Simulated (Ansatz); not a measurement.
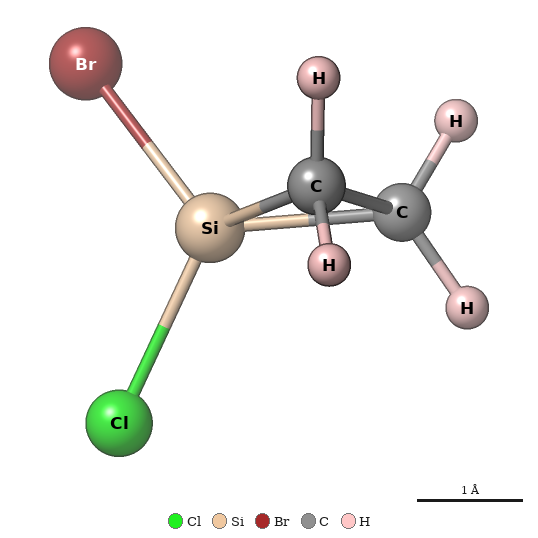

Depth is shown by fading: the farther an atom, the more it takes the colour of the background. The computed structure is the end point of a PBE-D4/def2-SVP optimisation. No frequency run is at hand to confirm it as a minimum. Masses are those of the most abundant isotopes; constants are for the rigid equilibrium geometry.

Question: Classify the rotor and give the rotational constants (GHz).

Answer: An asymmetric top (Cs): A = 2.56, B = 1.32, C = 0.944 GHz. Ray's parameter κ is −0.53, nearer the prolate limit.
